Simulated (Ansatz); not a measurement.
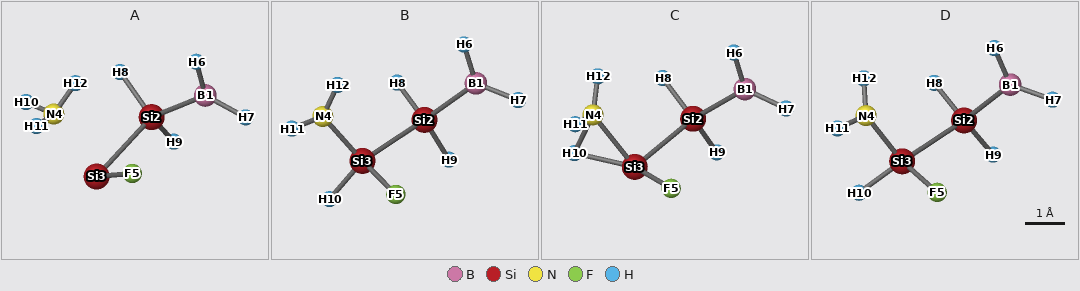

4 geometries from a converged minimum-energy path of BSi2NH7F, shuffled. A ball-and-stick model, seen from a free direction.

Level of theory: Ansatz, RHF/cc-pVDZ. Run with 7 movable images; climbing image; force threshold 0.05 eV/Å; iteration limit 60; starting path through a guess of the saddle point.

Question: Which of them lies highest in energy?

Answer: C. In order along the path, whose images run from 0 to 8: B (image 0, 0.00 eV), D (image 2, +0.35 eV), C (image 4, +3.90 eV), A (image 7, +1.48 eV). A hydrogen atom shifts from one atom to another. Breaking: Si3–H10 (1.48 → 1.62 at the top → 2.69 Å). Forming: N4–H10 (2.59 → 1.38 at the top → 1.01 Å).

Limits of the set-up: Hartree-Fock leaves out electron correlation.

Cost: 7.6 min on 2 threads of Intel(R) Xeon(R) CPU @ 2.60GHz (Ice Lake) (shared host), peak memory 0.28 GiB.
